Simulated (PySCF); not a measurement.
## B$_{2}$H$_{5}$ (charge −1): geometry relaxation (part 4 of 4)

The same run, continued: B$_{2}$H$_{5}$, charge −1; MP2/6-31G*, RHF (PySCF 2.14.0). The geometry comes from this level: GFN2-xTB.

Geometry of the input (Å):
```
B  0.2100  -0.8136  0.4743
B  -0.1199  0.6135  -0.3494
H  1.2622  -1.1283  0.9690
H  -0.6063  -1.6782  0.6575
H  -0.5315  0.3716  -1.4951
H  -1.0422  1.2301  0.2075
H  0.8278  1.4050  -0.4638
```

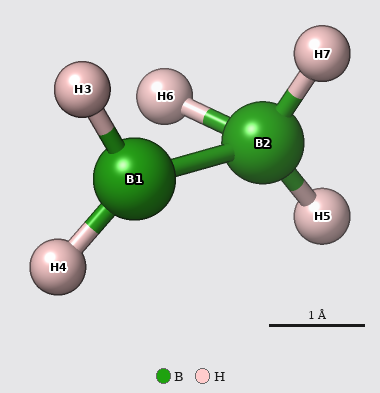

Figure 1. The geometry at step 13 of the log (ball-and-stick view, seen at a tilt; atoms are numbered from 1 in the order of the input).

## Trajectory as extended XYZ (Å, eV, eV/Å), 26 frames, from step=0 to step=25
```
7
Properties=species:S:1:pos:R:3:forces:R:3 step=0 energy=-1425.29176
B     0.2100   -0.8136    0.4743   -0.0728   0.3083  -0.1533
B    -0.1199    0.6135   -0.3494    0.1017   0.6610  -0.3269
H     1.2622   -1.1283    0.9690    0.3879  -0.1346   0.1857
H    -0.6063   -1.6782    0.6575   -0.3304  -0.3323   0.0573
H    -0.5315    0.3716   -1.4951   -0.0533  -0.1705   0.0860
H    -1.0422    1.2301    0.2075   -0.0449  -0.1857   0.0710
H     0.8278    1.4050   -0.4638    0.0119  -0.1462   0.0803
7
Properties=species:S:1:pos:R:3:forces:R:3 step=1 energy=-1425.31518
B     0.2141   -0.8029    0.4717   -0.0349   0.0208  -0.0234
B    -0.1146    0.6323   -0.3579    0.0844   0.2465  -0.1110
H     1.2751   -1.1399    0.9792    0.0186  -0.0176   0.0183
H    -0.6246   -1.6751    0.6495   -0.0176  -0.0191   0.0050
H    -0.5372    0.3555   -1.4902   -0.0195  -0.0800   0.0427
H    -1.0476    1.2144    0.2151   -0.0177  -0.0847   0.0374
H     0.8349    1.4157   -0.4674   -0.0134  -0.0659   0.0309
7
Properties=species:S:1:pos:R:3:forces:R:3 step=2 energy=-1425.31867
B     0.2162   -0.7947    0.4678   -0.0121  -0.0369   0.0147
B    -0.1090    0.6425   -0.3623    0.0419   0.0209  -0.0065
H     1.2731   -1.1452    0.9825   -0.0213   0.0124  -0.0094
H    -0.6308   -1.6639    0.6419    0.0178   0.0279  -0.0089
H    -0.5392    0.3403   -1.4840   -0.0080  -0.0101   0.0033
H    -1.0489    1.1985    0.2239   -0.0073  -0.0121   0.0087
H     0.8386    1.4224   -0.4698   -0.0110  -0.0021  -0.0019
7
Properties=species:S:1:pos:R:3:forces:R:3 step=3 energy=-1425.31887
B     0.2165   -0.7939    0.4673    0.0020  -0.0121   0.0071
B    -0.1066    0.6436   -0.3628    0.0151  -0.0118   0.0014
H     1.2714   -1.1454    0.9834   -0.0084   0.0043  -0.0008
H    -0.6321   -1.6604    0.6395    0.0047   0.0129  -0.0062
H    -0.5397    0.3372   -1.4823   -0.0050   0.0030  -0.0014
H    -1.0481    1.1939    0.2264   -0.0037   0.0003   0.0032
H     0.8387    1.4249   -0.4715   -0.0047   0.0035  -0.0033
7
Properties=species:S:1:pos:R:3:forces:R:3 step=4 energy=-1425.31893
B     0.2178   -0.7935    0.4672    0.0007  -0.0004   0.0009
B    -0.1051    0.6434   -0.3632    0.0040  -0.0128  -0.0021
H     1.2702   -1.1468    0.9859    0.0024   0.0047   0.0033
H    -0.6326   -1.6576    0.6372   -0.0052  -0.0021  -0.0026
H    -0.5409    0.3364   -1.4817   -0.0021   0.0053   0.0003
H    -1.0473    1.1911    0.2281    0.0005   0.0015   0.0027
H     0.8379    1.4270   -0.4735   -0.0003   0.0039  -0.0024
7
Properties=species:S:1:pos:R:3:forces:R:3 step=5 energy=-1425.31897
B     0.2181   -0.7939    0.4670    0.0037   0.0095  -0.0032
B    -0.1039    0.6427   -0.3637   -0.0062  -0.0080  -0.0088
H     1.2695   -1.1457    0.9884    0.0031  -0.0009   0.0075
H    -0.6333   -1.6570    0.6353   -0.0040  -0.0077  -0.0004
H    -0.5423    0.3370   -1.4816   -0.0013   0.0057   0.0013
H    -1.0457    1.1891    0.2298    0.0024   0.0015   0.0035
H     0.8376    1.4278   -0.4752    0.0024  -0.0001   0.0001
7
Properties=species:S:1:pos:R:3:forces:R:3 step=6 energy=-1425.31908
B     0.2194   -0.7946    0.4665    0.0015   0.0203  -0.0100
B    -0.1012    0.6406   -0.3661   -0.0191   0.0046  -0.0233
H     1.2669   -1.1429    0.9974    0.0031  -0.0049   0.0139
H    -0.6339   -1.6562    0.6296    0.0005  -0.0175   0.0034
H    -0.5475    0.3401   -1.4822    0.0000   0.0050   0.0046
H    -1.0409    1.1840    0.2350    0.0068  -0.0004   0.0071
H     0.8372    1.4290   -0.4802    0.0071  -0.0072   0.0044
7
Properties=species:S:1:pos:R:3:forces:R:3 step=7 energy=-1425.30965
B     0.2787   -0.8180    0.4471   -0.6640   0.7682  -0.4750
B     0.0014    0.5318   -0.4856    0.0171   0.7464  -0.4415
H     1.0528   -0.9513    1.3697    0.0839  -0.1122   0.0591
H    -0.6046   -1.6403    0.3632    0.0768  -0.4994   0.3471
H    -0.7732    0.4941   -1.4444    0.0867  -0.3742   0.0021
H    -0.7574    0.9403    0.4495    0.2169  -0.3801   0.2842
H     0.8023    1.4433   -0.6996    0.1826  -0.1488   0.2239
7
Properties=species:S:1:pos:R:3:forces:R:3 step=8 energy=-1425.32557
B     0.2502   -0.8080    0.4542   -0.2084   0.3309  -0.2340
B    -0.0451    0.5880   -0.4268   -0.1214   0.3010  -0.3060
H     1.1797   -1.0573    1.2014   -0.0031  -0.0490   0.1055
H    -0.6312   -1.6460    0.4931    0.0807  -0.2508   0.1317
H    -0.6692    0.4169   -1.4798    0.0430  -0.0951   0.0524
H    -0.9090    1.0625    0.3520    0.1107  -0.1196   0.1489
H     0.8246    1.4438   -0.5941    0.0984  -0.1174   0.1016
7
Properties=species:S:1:pos:R:3:forces:R:3 step=9 energy=-1425.35341
B     0.2268   -0.8019    0.4412   -0.0551   0.1830  -0.1200
B    -0.0522    0.5928   -0.4422   -0.0618   0.0649  -0.2609
H     1.1614   -1.0085    1.2003   -0.0501  -0.0434   0.1115
H    -0.6186   -1.6820    0.5048    0.0821  -0.0841   0.0565
H    -0.6765    0.4275   -1.4932    0.0000   0.0192   0.0445
H    -0.8890    1.0524    0.3720    0.0509  -0.0654   0.1210
H     0.8481    1.4196   -0.5829    0.0340  -0.0742   0.0474
7
Properties=species:S:1:pos:R:3:forces:R:3 step=10 energy=-1425.38055
B     0.2073   -0.7838    0.4176   -0.0076  -0.1088   0.0681
B    -0.0651    0.5959   -0.4826    0.2359  -0.2495  -0.1066
H     1.1057   -0.9434    1.2383   -0.0491   0.1368   0.0210
H    -0.5779   -1.7211    0.5081   -0.0429   0.0567  -0.0769
H    -0.7105    0.4676   -1.5194   -0.0519   0.1122   0.0513
H    -0.8373    1.0100    0.4172   -0.0229  -0.0329   0.1077
H     0.8778    1.3748   -0.5792   -0.0614   0.0854  -0.0646
7
Properties=species:S:1:pos:R:3:forces:R:3 step=11 energy=-1425.40925
B     0.1837   -0.7836    0.3861   -0.0146   0.0160   0.3496
B    -0.0606    0.5839   -0.5230    0.4317  -0.4445  -0.1884
H     1.0313   -0.8284    1.2763   -0.0454   0.0680  -0.0703
H    -0.5550   -1.7584    0.5094   -0.0726   0.1492  -0.1703
H    -0.7474    0.5264   -1.5318   -0.1093   0.1592   0.0236
H    -0.7574    0.9265    0.4707   -0.0658  -0.1200   0.1489
H     0.9055    1.3336   -0.5877   -0.1240   0.1721  -0.0931
7
Properties=species:S:1:pos:R:3:forces:R:3 step=12 energy=-1425.16493
B     0.1247   -0.7635    0.3047    0.0168   0.1719   1.3906
B    -0.0390    0.5400   -0.6403    1.0967  -0.5299  -0.6748
H     0.7383   -0.4559    1.3313    0.9861  -0.8628  -0.2432
H    -0.5001   -1.8023    0.5448   -0.3661   0.4431  -0.3554
H    -0.8474    0.7533   -1.5069   -0.2489   0.0103  -0.1121
H    -0.4446    0.5042    0.5769   -1.1353   0.2234  -0.0437
H     0.9680    1.2242   -0.6104   -0.3493   0.5440   0.0384
7
Properties=species:S:1:pos:R:3:forces:R:3 step=13 energy=-1425.45560
B     0.1507   -0.7763    0.3440   -0.1362   0.4061   0.8665
B    -0.0405    0.5556   -0.5885    0.7877  -0.4995  -0.4815
H     0.8950   -0.6384    1.3155    0.2080  -0.2520  -0.2333
H    -0.5407   -1.7801    0.5217   -0.1671   0.2751  -0.2513
H    -0.7986    0.6368   -1.5314   -0.1955   0.1133  -0.0136
H    -0.6020    0.7135    0.5443   -0.2708  -0.3398   0.1488
H     0.9361    1.2890   -0.6057   -0.2261   0.2967  -0.0357
7
Properties=species:S:1:pos:R:3:forces:R:3 step=14 energy=-1425.51604
B     0.1241   -0.7619    0.3382    0.1084   0.2364   1.0247
B     0.0032    0.5171   -0.6347    0.8613  -0.1840  -0.8297
H     0.8461   -0.5338    1.3056    0.5024  -0.7052  -0.1555
H    -0.6073   -1.7293    0.5457   -0.1106   0.3335  -0.2363
H    -0.8091    0.7206   -1.5014   -0.3555  -0.0438  -0.0991
H    -0.4808    0.4691    0.5659   -0.7981   0.1560   0.1377
H     0.9238    1.3182   -0.6193   -0.2079   0.2071   0.1582
7
Properties=species:S:1:pos:R:3:forces:R:3 step=15 energy=-1425.61219
B     0.1549   -0.7571    0.4282   -0.0680   0.4859   0.0017
B     0.1176    0.4685   -0.6054   -0.1763   0.8036  -1.1464
H     1.0066   -0.7416    1.2912   -0.1170  -0.3285   0.2831
H    -0.7696   -1.5441    0.4878    0.2690  -0.3379   0.0669
H    -0.7324    0.6578   -1.4459   -0.5407  -0.4687  -0.2055
H    -0.5552    0.4178    0.5429    0.1077   0.1542   0.3724
H     0.7781    1.4987   -0.6987    0.5251  -0.3086   0.6278
7
Properties=species:S:1:pos:R:3:forces:R:3 step=16 energy=-1425.75735
B     0.1608   -0.7153    0.4231   -0.1565   0.1484  -0.1556
B     0.0489    0.5186   -0.6286    0.3980   0.0140  -0.4201
H     0.9625   -0.7699    1.3427   -0.0003   0.1329  -0.0405
H    -0.6551   -1.6237    0.4595   -0.0843   0.0959   0.0367
H    -0.8096    0.6128   -1.4961   -0.0173  -0.0955   0.1408
H    -0.5551    0.5301    0.5503   -0.0469  -0.2634   0.3167
H     0.8475    1.4473   -0.6508   -0.0927  -0.0323   0.1219
7
Properties=species:S:1:pos:R:3:forces:R:3 step=17 energy=-1425.75869
B     0.1500   -0.6921    0.4114    0.2209  -0.7207   0.0763
B     0.0685    0.5093   -0.6587    0.2903   0.0417  -0.3086
H     0.9471   -0.7329    1.3359    0.0750   0.0358  -0.0946
H    -0.6812   -1.5839    0.4636   -0.0257  -0.0105  -0.0292
H    -0.8252    0.6215   -1.4840    0.0125  -0.0247   0.0797
H    -0.5036    0.4266    0.5605   -0.4960   0.6409   0.2583
H     0.8444    1.4515   -0.6287   -0.0771   0.0374   0.0180
7
Properties=species:S:1:pos:R:3:forces:R:3 step=18 energy=-1425.78776
B     0.1524   -0.7104    0.4118   -0.0455   0.0394   0.0959
B     0.0755    0.5058   -0.6479    0.0469   0.0677  -0.1940
H     0.9584   -0.7350    1.3267    0.0313  -0.0391  -0.0033
H    -0.6824   -1.5984    0.4604   -0.0040  -0.0064   0.0086
H    -0.8115    0.6027   -1.4804    0.0006  -0.0080  -0.0040
H    -0.5366    0.4823    0.5624   -0.0269  -0.0609   0.0723
H     0.8442    1.4530   -0.6330   -0.0025   0.0072   0.0246
7
Properties=species:S:1:pos:R:3:forces:R:3 step=19 energy=-1425.78933
B     0.1511   -0.7092    0.4150   -0.0318   0.0649   0.0066
B     0.0778    0.5063   -0.6527    0.0319  -0.0090  -0.0720
H     0.9625   -0.7396    1.3256    0.0121  -0.0201  -0.0070
H    -0.6860   -1.5954    0.4638    0.0072  -0.0081   0.0029
H    -0.8108    0.6047   -1.4834    0.0028  -0.0082  -0.0001
H    -0.5369    0.4763    0.5630   -0.0231  -0.0179   0.0564
H     0.8423    1.4570   -0.6314    0.0009  -0.0015   0.0132
7
Properties=species:S:1:pos:R:3:forces:R:3 step=20 energy=-1425.78993
B     0.1483   -0.7051    0.4171   -0.0082   0.0021  -0.0008
B     0.0798    0.5052   -0.6563    0.0080  -0.0044  -0.0085
H     0.9653   -0.7411    1.3225    0.0005  -0.0046  -0.0008
H    -0.6877   -1.5924    0.4650    0.0072  -0.0092   0.0010
H    -0.8091    0.6031   -1.4862    0.0013   0.0026  -0.0034
H    -0.5391    0.4733    0.5665   -0.0099   0.0111   0.0173
H     0.8424    1.4571   -0.6287    0.0011   0.0023  -0.0048
7
Properties=species:S:1:pos:R:3:forces:R:3 step=21 energy=-1425.78999
B     0.1471   -0.7044    0.4180    0.0011  -0.0010  -0.0079
B     0.0799    0.5051   -0.6567    0.0052  -0.0051   0.0036
H     0.9650   -0.7415    1.3227   -0.0007   0.0012  -0.0001
H    -0.6864   -1.5944    0.4651    0.0009   0.0013   0.0009
H    -0.8084    0.6035   -1.4871   -0.0011   0.0005  -0.0018
H    -0.5398    0.4748    0.5678   -0.0057   0.0028   0.0070
H     0.8427    1.4569   -0.6297    0.0003   0.0004  -0.0017
7
Properties=species:S:1:pos:R:3:forces:R:3 step=22 energy=-1425.78999
B     0.1470   -0.7044    0.4179    0.0007  -0.0008  -0.0005
B     0.0800    0.5049   -0.6566   -0.0005   0.0008   0.0002
H     0.9649   -0.7414    1.3225   -0.0002   0.0002   0.0005
H    -0.6863   -1.5944    0.4651    0.0000   0.0000   0.0003
H    -0.8081    0.6034   -1.4874    0.0003   0.0005  -0.0002
H    -0.5404    0.4750    0.5683   -0.0004  -0.0005   0.0006
H     0.8429    1.4568   -0.6299    0.0002  -0.0003  -0.0008
7
Properties=species:S:1:pos:R:3:forces:R:3 step=23 energy=-1425.78999
B     0.1470   -0.7044    0.4179    0.0001  -0.0001   0.0001
B     0.0800    0.5050   -0.6565   -0.0001   0.0004   0.0000
H     0.9648   -0.7413    1.3226   -0.0001   0.0001   0.0001
H    -0.6863   -1.5944    0.4652   -0.0001   0.0000   0.0000
H    -0.8081    0.6035   -1.4874    0.0001   0.0001   0.0000
H    -0.5404    0.4750    0.5683   -0.0001  -0.0004   0.0001
H     0.8430    1.4567   -0.6300    0.0001  -0.0001  -0.0002
7
Properties=species:S:1:pos:R:3:forces:R:3 step=24 energy=-1425.78999
B     0.1470   -0.7044    0.4178    0.0000   0.0000   0.0001
B     0.0800    0.5050   -0.6565    0.0000   0.0001   0.0000
H     0.9648   -0.7413    1.3226    0.0000   0.0000   0.0000
H    -0.6863   -1.5944    0.4652    0.0000   0.0000   0.0000
H    -0.8081    0.6036   -1.4874    0.0000   0.0000   0.0000
H    -0.5405    0.4749    0.5683    0.0000  -0.0001   0.0000
H     0.8430    1.4567   -0.6300    0.0000   0.0000   0.0000
7
Properties=species:S:1:pos:R:3:forces:R:3 step=25 energy=-1425.78999
B     0.1470   -0.7044    0.4179    0.0000   0.0000   0.0000
B     0.0800    0.5050   -0.6565    0.0000   0.0000   0.0000
H     0.9648   -0.7413    1.3226    0.0000   0.0000   0.0000
H    -0.6863   -1.5944    0.4652    0.0000   0.0000   0.0000
H    -0.8081    0.6036   -1.4874    0.0000   0.0000   0.0000
H    -0.5405    0.4749    0.5683    0.0000   0.0000   0.0000
H     0.8430    1.4567   -0.6300    0.0000   0.0000   0.0000
```

## Results in brief

```tsv
quantity	value
outcome	converged
total energy	−52.396816 hartree
SCF energy	−52.214204 hartree
correlation energy	−0.182612 hartree
basis functions	38
HOMO of the SCF reference	−2.81 eV
LUMO of the SCF reference	10.83 eV
hardware	1 thread of Arm Neoverse V2, 24 GiB of memory available, shared host
wall time	19 s
peak memory	0.16 GiB
```

The record of the run, not the program, notes: dipole of an ion depends on the origin.
